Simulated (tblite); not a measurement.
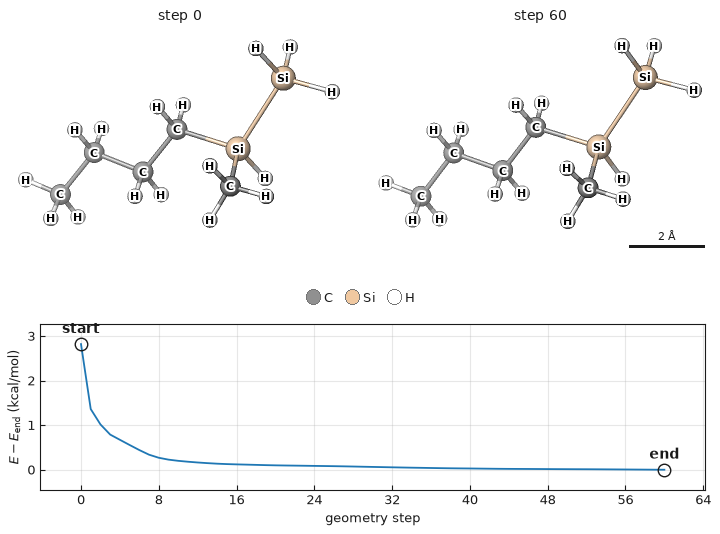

First and last geometry of a relaxation of C5H16Si2, with the history of the run. A ball-and-stick model, seen at a tilt.

Theory: tblite 0.8.0, GFN2-xTB geometry optimisation, gas phase. 

Question: What do the curves and the structures tell?

Answer: It converged. The atom that moves furthest after the best rigid fit is an H atom (0.18 Å). By element the largest moves are H 0.18 Å, C 0.08 Å, Si 0.06 Å. Near-neighbour distances that change, for instance: C–Si 1.850 → 1.907 Å, C–Si 1.877 → 1.913 Å, H–Si 1.492 → 1.467 Å, C–H 1.099 → 1.086 Å. Bond angles that change, for instance: Si–Si–H 109.4° → 113.1°, C–Si–C 111.9° → 108.6°, H–Si–H 108.8° → 105.8°. After 60 geometry steps the energy has fallen by 2.82 kcal/mol.
